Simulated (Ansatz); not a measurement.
# CdSe (F-43m): all-electron equation of state, by script

Wanted for CdSe (F-43m): an all-electron equation of state.

Program: Ansatz 0.2.0 through its Python package. Level of theory: DFT PBE, all-electron LAPW. These are calculated values, not measurements.

### 1 The system

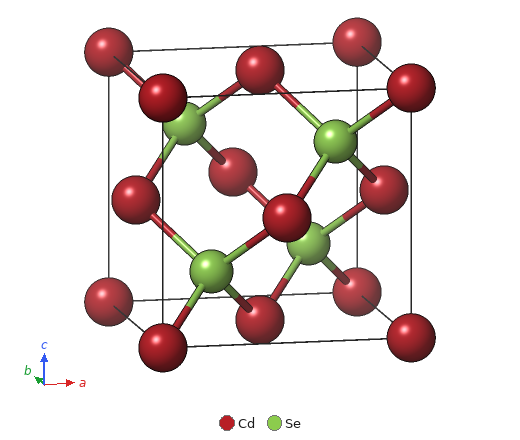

The structure that the script starts from, seen slightly off an axis (cadmium red, selenium green). The cell is the conventional one. Atoms on cell faces are repeated.

No structure file is read: the coordinates are typed or built in the script.

### 2 The code

eos_lapw_cdse.py

```python
"""E(V) of CdSe on LAPW."""

import ansatz as az
from ase.eos import EquationOfState
from ase.units import GPa
import numpy as np

vectors0 = np.array([
    [0.0, 3.070271, 3.070271],
    [3.070271, 0.0, 3.070271],
    [3.070271, 3.070271, 0.0],
])
sites = [
    ("Cd", (0.0, 0.0, 0.0)),
    ("Se", (0.75, 0.75, 0.75)),
]


def make_crystal(cell):
    crystal = az.Crystal(lattice=az.Lattice.of(cell))
    for symbol, position in sites:
        crystal = crystal.atom(symbol, position)
    return crystal

volumes, energies = [], []
for scale in np.linspace(0.92, 1.08, 5):
    cell = vectors0 * scale ** (1 / 3)
    calc = (
        make_crystal(cell).calculation()
        .functional("PBE")
        .occupations("fixed")
        .kpoints(6, 6, 6)
        .pseudopotentials("all_electron", lapw=True)
    )
    rep = calc.run(threads=1, pin="off").report
    volumes.append(abs(np.linalg.det(cell)) / len(sites))
    energies.append(rep["free_energy_ev"] / len(sites))
    print(f"{scale:.3f} {volumes[-1]:9.4f} A^3/atom {energies[-1]:16.5f} eV/atom  (estimated basis error {1000 * rep['lapw_basis_errors']['total_ev_per_atom']:.2f} meV/atom)")
v0, e0, bulk = EquationOfState(volumes, energies, eos="birchmurnaghan").fit()
print(f"V0 = {v0:.4f} A^3/atom, B0 = {bulk / GPa:.1f} GPa")
```

### 3 The calls as engine input

The engine receives this input (first run):

```yaml
crystal:
  lattice:
    - [0.0, 2.986111268063793, 2.986111268063793]
    - [2.986111268063793, 0.0, 2.986111268063793]
    - [2.986111268063793, 2.986111268063793, 0.0]
  atoms:
    - { symbol: Cd, position: [0.0, 0.0, 0.0] }
    - { symbol: Se, position: [0.75, 0.75, 0.75] }
kpoints:
  mp_grid:
    grid: [6, 6, 6]
hamiltonian:
  xc: pbe
  pseudopotentials:
    kind: all_electron
    lapw: {}
scf:
  occupations:
    method: fixed
```

### 4 The run

Started as:

```sh
> python eos_lapw_cdse.py
```

Log:

```text
0.920   26.6267 A^3/atom    -109181.12747 eV/atom  (estimated basis error 0.11 meV/atom)
0.960   27.7844 A^3/atom    -109181.16330 eV/atom  (estimated basis error 0.11 meV/atom)
1.000   28.9421 A^3/atom    -109181.18070 eV/atom  (estimated basis error 0.12 meV/atom)
1.040   30.0998 A^3/atom    -109181.18334 eV/atom  (estimated basis error 0.11 meV/atom)
1.080   31.2575 A^3/atom    -109181.17414 eV/atom  (estimated basis error 0.11 meV/atom)
V0 = 29.7473 A^3/atom, B0 = 44.8 GPa
```

Run time: 78 s. Hardware: 1 thread of Arm Neoverse V1, shared host; peak memory 0.39 GiB.

### 5 What changed from run to run

The engine's inputs for some of the other runs:

Run 3, against run 1:

```diff
@@ -3,3 +3,3 @@
-    - [0.0, 2.986111268063793, 2.986111268063793]
-    - [2.986111268063793, 0.0, 2.986111268063793]
-    - [2.986111268063793, 2.986111268063793, 0.0]
+    - [0.0, 3.070271, 3.070271]
+    - [3.070271, 0.0, 3.070271]
+    - [3.070271, 3.070271, 0.0]
```

Run 4, against run 1:

```diff
@@ -3,3 +3,3 @@
-    - [0.0, 2.986111268063793, 2.986111268063793]
-    - [2.986111268063793, 0.0, 2.986111268063793]
-    - [2.986111268063793, 2.986111268063793, 0.0]
+    - [0.0, 3.1106739359263793, 3.1106739359263793]
+    - [3.1106739359263793, 0.0, 3.1106739359263793]
+    - [3.1106739359263793, 3.1106739359263793, 0.0]
```

Run 5, against run 1:

```diff
@@ -3,3 +3,3 @@
-    - [0.0, 2.986111268063793, 2.986111268063793]
-    - [2.986111268063793, 0.0, 2.986111268063793]
-    - [2.986111268063793, 2.986111268063793, 0.0]
+    - [0.0, 3.1500537358674054, 3.1500537358674054]
+    - [3.1500537358674054, 0.0, 3.1500537358674054]
+    - [3.1500537358674054, 3.1500537358674054, 0.0]
```

### 6 The runs side by side

From the records of these 5 runs:

| run | volume (Å³/atom) | energy from run 4 (meV/atom) | gap on the mesh (eV) | SCF cycles | CPU time (s) |
| --- | --- | --- | --- | --- | --- |
| 1 | 26.627 | 55.87 | 0.72 | 7 | 17 |
| 2 | 27.784 | 20.04 | 0.63 | 7 | 16 |
| 3 | 28.942 | 2.64 | 0.55 | 7 | 15 |
| 4 | 30.100 | 0.00 | 0.47 | 7 | 15 |
| 5 | 31.257 | 9.20 | 0.39 | 7 | 14 |

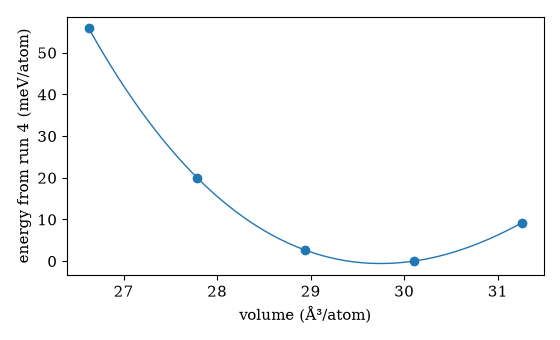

Energy against volume; the line is a third-order Birch-Murnaghan fit.

### 7 What came out

```
                      quantity           value
                 runs compared               5
               range of energy  55.87 meV/atom
lowest point, volume (Å³/atom)          30.100
      equilibrium volume (fit)   29.75 Å³/atom
            bulk modulus (fit)          45 GPa
```

What this shows: A third-order Birch-Murnaghan fit through the 5 points has its minimum at 29.75 Å³ an atom, 2.8 % above the typed cell, with a bulk modulus of 45 GPa and dB/dP = 4.6. From that minimum the energy rises by 56.4 meV an atom on the compressed side and 9.8 meV on the expanded side. All-electron totals depend on functional, relativistic treatment and basis; only differences at equal settings carry meaning. The structure comes from a database of computed cells and needn't be a stable or known phase.
